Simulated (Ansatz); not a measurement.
The reference is Ir in the fcc (Cu type) structure (space group Fm-3m, No. 225; a = 3.830 Å). Axes: x, y, z lie along the cube axes.

Structures relaxed with PBEsol/PAW in Ansatz (a quantum-chemistry and plane-wave program), scalar-relativistic without spin-orbit coupling.

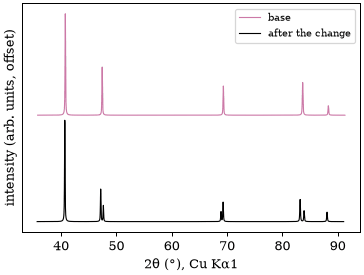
Fig. 1. Simulated powder patterns before (top) and after one change

### Question
Which change produced these results?
(A) biaxial strain +0.54 %, plane normal [001], relaxed out of plane
(B) biaxial strain −1.13 %, plane normal [001], relaxed out of plane
(C) isotropic strain −2.09 %

### Answer
A, biaxial strain +0.54 %, plane normal [001], relaxed out of plane. Its volume per atom is 14.14 Å³ against 14.05 Å³, and its space group is I4/mmm (No. 139).

Stability against distortions was not tested. The final runs are not spin-polarised.
